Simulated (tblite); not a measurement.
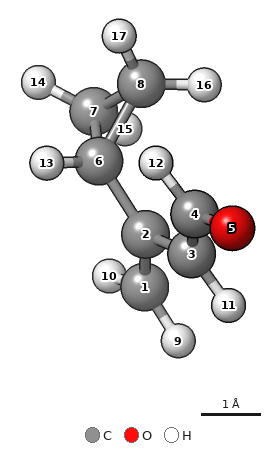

C$_{7}$H$_{9}$O (charge −1), before the relaxation. Style: ball-and-stick. Shown from a free direction.

Method: GFN2-xTB geometry optimisation, gas phase (tblite 0.8.0).

```xyz
17

C     0.2770   -2.0387   -0.3371
C     0.4255   -0.7299   -0.0432
C     1.7183   -0.1037   -0.3569
C     2.1319    1.1431   -0.0352
O     3.2175    1.7201   -0.2705
C    -0.6072    0.0730    0.6468
C    -2.0599   -0.0550    0.2696
C    -1.2954    1.1762   -0.1138
H     1.0562   -2.6103   -0.8220
H    -0.6534   -2.5571   -0.0868
H     2.4082   -0.7047   -0.9367
H     1.4142    1.7103    0.5604
H    -0.3802    0.2755    1.7027
H    -2.7864    0.0274    1.0659
H    -2.3494   -0.7263   -0.5205
H    -1.0345    1.3115   -1.1473
H    -1.4895    2.1006    0.4148
```

### Where does the relaxation end?

After 46 geometry steps the energy has fallen by 3.40 kcal/mol. The largest move after the best rigid fit is that of H12, 0.13 Å. By element the largest moves are H 0.13 Å, C 0.07 Å, O 0.01 Å. Near-neighbour distances that change, for instance: C2–C3 1.470 → 1.419 Å, C4–H12 1.092 → 1.120 Å, C3–C4 1.352 → 1.380 Å, C2–C6 1.479 → 1.499 Å. Bond angles that change, for instance: C1–C2–C3 117.6° → 123.2°, C1–C2–C6 123.5° → 118.4°, C3–C4–O5 130.2° → 127.5°.

The structure at the end:

```xyz
17

C     0.2170   -2.0262   -0.3559
C     0.4910   -0.7349   -0.0568
C     1.7374   -0.1191   -0.3404
C     2.1100    1.1734   -0.0312
O     3.2079    1.7289   -0.2686
C    -0.5658    0.0768    0.6302
C    -2.0172   -0.0742    0.2801
C    -1.2823    1.1760   -0.0976
H     0.9456   -2.6556   -0.8416
H    -0.7257   -2.4913   -0.1108
H     2.4748   -0.7383   -0.8417
H     1.3355    1.7857    0.4979
H    -0.3493    0.2723    1.6778
H    -2.7574   -0.0199    1.0692
H    -2.2794   -0.7590   -0.5127
H    -1.0381    1.3249   -1.1388
H    -1.5108    2.0924    0.4310
```

The end point in the same view:

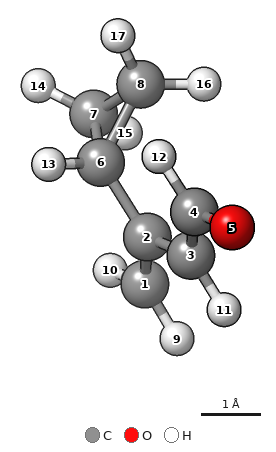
